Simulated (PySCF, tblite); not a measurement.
# CH₁₂N₄OSi₃: geometry, infrared bands and NMR shifts

Aim: predict the infrared bands and NMR shifts of CH₁₂N₄OSi₃ (`N[SiH](N)N([SiH3])[SiH2]NC=O`).

Computed with tblite 0.8.0 and PySCF 2.14.0, with density-fitted response routines of our own, on a single molecule in the gas phase. Atoms count from 0, in the outputs and in this text.

## (1) The molecule as given

21 atoms, charge 0, multiplicity 1; geometry from: force field or distance geometry start.

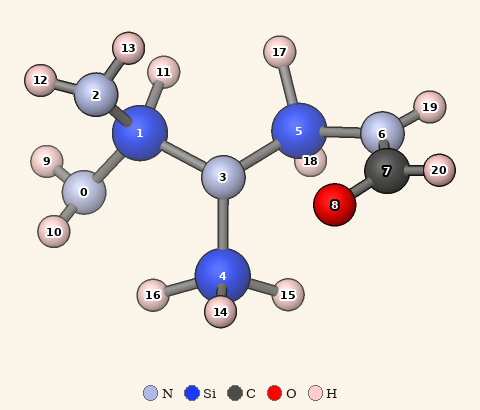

As it starts; nitrogen light blue, silicon blue, carbon dark grey, oxygen red, hydrogen pink, atoms numbered.

## (2) Optimising the geometry with GFN2-xTB

The job: settings as JSON, then the geometry in Å.

```
{"job": {"kind": "relax", "xc": "GFN2-xTB", "basis": "xTB"}, "charge": 0, "multiplicity": 1}
N     -2.754500    -0.934300     0.582600
Si    -1.661200     0.178000    -0.246100
N     -2.108000     1.879100    -0.154100
N      0.042600     0.066700     0.343900
Si     0.185900    -0.924600     1.837600
Si     1.034800    -0.490700    -0.996600
N      2.741400     0.055500    -0.935600
C      3.266700     0.867600     0.119700
O      2.594000     1.269400     1.087200
H     -3.637600    -1.103200     0.011000
H     -3.026000    -0.636500     1.549000
H     -1.646800    -0.230000    -1.662800
H     -3.134000     2.054000    -0.207600
H     -1.576500     2.374500    -0.931400
H      0.609600    -0.003700     2.926800
H      1.136200    -1.984100     1.578800
H     -1.152600    -1.413900     2.191300
H      0.460500     0.019000    -2.259900
H      0.918600    -1.944400    -1.066100
H      3.387700    -0.244800    -1.705300
H      4.310200     1.163400     0.091700
```

Command:

```bash
$ OMP_NUM_THREADS=1 python probes_run.py task.json out
```

One launch serves the whole session: the jobs run in the order shown.

**Question.** This job is followed by: GFN2-xTB harmonic vibrations, gas phase; GIAO PBE0/pcSseg-1 NMR shielding, non-relativistic, gas phase. What will the session give for the following? strongest single infrared mode (GFN2-xTB); zero-point energy (GFN2-xTB); 13C shifts against TMS (PBE0/pcSseg-1); 1H shifts against TMS (PBE0/pcSseg-1, means over atoms taken as alike); 15N shifts against NH3 (PBE0/pcSseg-1, means over atoms taken as alike); 29Si shifts against TMS (PBE0/pcSseg-1); 17O shifts against H2O (PBE0/pcSseg-1).

**Answer**, as computed:

| quantity | value |
| --- | --- |
| strongest single infrared mode (GFN2-xTB) | 1017 cm⁻¹, 626 km/mol |
| zero-point energy (GFN2-xTB) | 89.3 kcal/mol |
| 13C shifts against TMS (PBE0/pcSseg-1) | 168.7 ppm |
| 1H shifts against TMS (PBE0/pcSseg-1, means over atoms taken as alike) | 8.52, 5.19, 5.00, 4.84, 4.67, 1.18 ppm |
| 15N shifts against NH3 (PBE0/pcSseg-1, means over atoms taken as alike) | 138.9, 39.7, 31.3 ppm |
| 29Si shifts against TMS (PBE0/pcSseg-1) | -33.3, -46.5, -64.7 ppm |
| 17O shifts against H2O (PBE0/pcSseg-1) | 426.1 ppm |

In words: Relaxing lowered the energy by 1.704 eV in 264 steps; the close pair that moved most is N6–C7, from 1.431 to 1.334 Å. No mode is imaginary among the 57: a minimum at this level. The strongest single mode, at 1017 cm⁻¹, moves mainly N3. GFN2-xTB is a fitted tight-binding method: band positions and strengths are rough. Its intensities can rank the bands wrongly. At PBE0/pcSseg-1: The widest tensor belongs to O8: span 683 ppm, with a paramagnetic part of -495 ppm.
